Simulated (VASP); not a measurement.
Band structure of KCd$_{4}$As$_{3}$ (space group R-3m). These are PBEsol GGA, VASP's PBE PAW potentials (set 64) (plane waves; VASP) values and carry that method's errors.

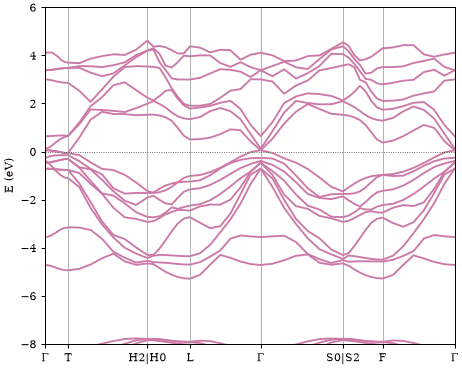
Bands along high-symmetry lines, zero at the valence-band maximum or, without a gap, the Fermi level

### Question
Read the plot: is there a gap, and where are the band edges?

### Answer
It has no gap at this level: it comes out as a metal or semimetal.

The structure comes from a measured KCd4As3 entry of the Crystallography Open Database, whose conditions weren't checked. The cell was not relaxed at this level. The k-mesh is coarse (spacing up to 0.54 per Å, 2π included), so the numbers may not be converged in it.
